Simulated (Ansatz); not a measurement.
# InOF2 radical (SMILES [O][In]([F])[F]): a rigid scan of the bond length O1–In2

Aim: the energy along the bond length O1–In2, from CCSD(T) and from cheaper methods, relative to the minimum. No other atom is relaxed.

Program: Ansatz 0.2.0, Gaussian basis. Level of theory: single points in def2-TZVPP. These are calculated values, not measurements.

Levels: PBE-D4, r2SCAN-D4, PBE0-D4, B3LYP-D4, wB97M-V, Hartree-Fock, MP2, CCSD, CCSD(T). The scan takes 1.785, 1.825, 1.883, 1.951, 2.026, 2.108, 2.194 Å.

Cores are frozen in the correlated methods. Filled d shells of the heavier atoms are correlated. Core potentials replace the inner electrons past krypton, and spin-orbit coupling is left out. Orbitals are unrestricted. B3LYP uses VWN-RPA correlation.

30 further runs of the same task are left out: 30 set aside as unsound or not needed.

## Step 1: Where the work starts

The minimum, relaxed at PBE0-D4: SMILES `[O][In]([F])[F]`, 4 atoms, charge 0, spin multiplicity 2.

Atoms are counted from 1 here; the program's logs count them from 0.

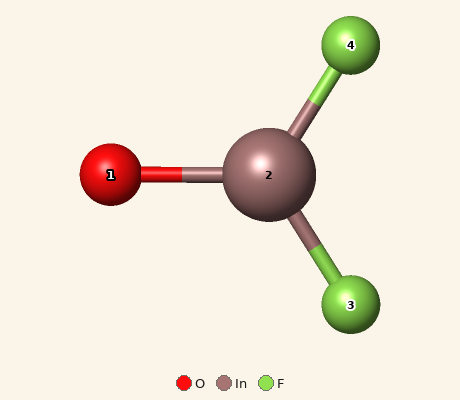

The starting geometry (oxygen red, indium brown, fluorine green); atoms are numbered from 1 in the order of the file.

As a file:

```xyz
4
charge 0, multiplicity 2
O    -1.0320   -0.0296    1.6983
In    0.0055   -0.0152    0.0085
F     1.4575   -1.2365   -0.3113
F    -0.3755    1.2210   -1.4158
```

Energies of the minimum (eV), from earlier single points: PBE-D4 -12650.32939, r2SCAN-D4 -12656.22309, PBE0-D4 -12650.02310, B3LYP-D4 -12659.23491, wB97M-V -12654.18900, CCSD(T) -12628.19956.

At the minimum the bond length O1–In2 is 1.983 Å.

## Step 2: O1–In2 = 1.785 Å

The input, ccsdt-tzvpp/in.yaml:

```yaml
crystal:
  periodic: [false, false, false]
  atoms:
    - {symbol: O, position_ang: [-1.032013, -0.029587, 1.698338]}
    - {symbol: In, position_ang: [-0.098065, -0.016657, 0.177220]}
    - {symbol: F, position_ang: [1.353867, -1.237949, -0.142594]}
    - {symbol: F, position_ang: [-0.479120, 1.219590, -1.247014]}
basis:
  gaussian: {orbitals: def2-TZVPP}
magnetization: {spin_polarized: true, initial_magnetization: 1}
correlation: {method: ccsd_t}
scf: {omitted_lower_state_checks: [cluster_reference]}
```

No record of the launch command was kept for these runs.

Further steps of the session: O1–In2 = 1.825 Å; O1–In2 = 1.883 Å; O1–In2 = 1.951 Å; O1–In2 = 2.026 Å; O1–In2 = 2.108 Å; O1–In2 = 2.194 Å.

Before running it: what results should come out? Wanted: highest point, CCSD(T); lowest point, CCSD(T); minimum along the scan, CCSD(T); RMS deviation from CCSD(T); largest T1 diagnostic.

The runs gave:

| quantity | value |
| --- | --- |
| highest point, CCSD(T) | 563 meV at 1.785 Å |
| lowest point, CCSD(T) | 0 meV at 1.983 Å |
| minimum along the scan, CCSD(T) | 1.987 Å |
| curvature there | 19.4 eV/Å² |
| RMS deviation from CCSD(T) | PBE-D4 41, r2SCAN-D4 17, PBE0-D4 20, B3LYP-D4 25, wB97M-V 13, Hartree-Fock 36, MP2 34, CCSD 18 meV |
| largest T1 diagnostic | 0.021 |

In words: A polynomial through the near points puts the CCSD(T) minimum 0.004 Å above the PBE0-D4 value. The third derivative is negative, the usual anharmonicity of a bond. Curvature against CCSD(T): PBE-D4 -17 %, Hartree-Fock +14 %. wB97M-V follows the CCSD(T) curve best and PBE-D4 worst. 2 further points are left out, because the reference changes its state there.
